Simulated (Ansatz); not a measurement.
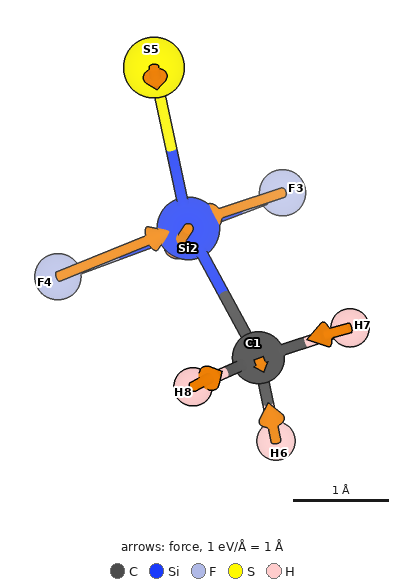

Starting geometry of CH$_{3}$F$_{2}$SSi (multiplicity 2) with the computed forces as orange arrows. A ball-and-stick model, seen from a free direction.

The start comes from PBE-D4/def2-SVP.

Computed with Ansatz 0.2.0, UKS PBE0-D4/def2-TZVP.

The input:
```yaml
crystal:
  periodic: [false, false, false]
  atoms:
    - {symbol: C, position_ang: [-0.817449, -0.279951, 0.515949]}
    - {symbol: Si, position_ang: [0.714070, 0.148572, -0.452284]}
    - {symbol: F, position_ang: [2.029168, -0.537736, 0.227704]}
    - {symbol: F, position_ang: [0.647536, -0.501027, -1.947506]}
    - {symbol: S, position_ang: [0.909833, 2.264517, -0.541511]}
    - {symbol: H, position_ang: [-0.909030, -1.385742, 0.556327]}
    - {symbol: H, position_ang: [-0.756117, 0.104632, 1.552654]}
    - {symbol: H, position_ang: [-1.725911, 0.129635, 0.032867]}
basis:
  gaussian: {orbitals: def2-TZVP}
magnetization: {spin_polarized: true, initial_magnetization: 1}
hamiltonian: {xc: pbe0, dispersion: d4}
relax: {f_tol: 0.005, max_steps: 150}
```

Run as
```bash
ansatz run in.yaml --threads 2 --pin off --events-out ev --progress --plain --max-ram 22528MiB --backend cuda --devices 0, --max-vram 18GiB
```

Q: Is this structure relaxed? If not, where do the atoms go?

A: It isn't relaxed: the largest force vector, on F atoms, is 1.43 eV/Å. The final displacements follow the starting forces only in part (cosine between the two patterns 0.80). After 5 geometry steps the energy has fallen by 2.02 kcal/mol. The largest force component goes from 1.3 to 0.0043 eV/Å. F4 moves most after the best rigid fit: 0.047 Å. Largest moves by element: F 0.047 Å, S 0.029 Å, H 0.025 Å, Si 0.014 Å, C 0.011 Å. Among the contacts that change: Si2–F3 1.632 → 1.588 Å, C1–Si2 1.862 → 1.841 Å, C1–H6 1.110 → 1.094 Å, Si2–S5 2.127 → 2.113 Å.
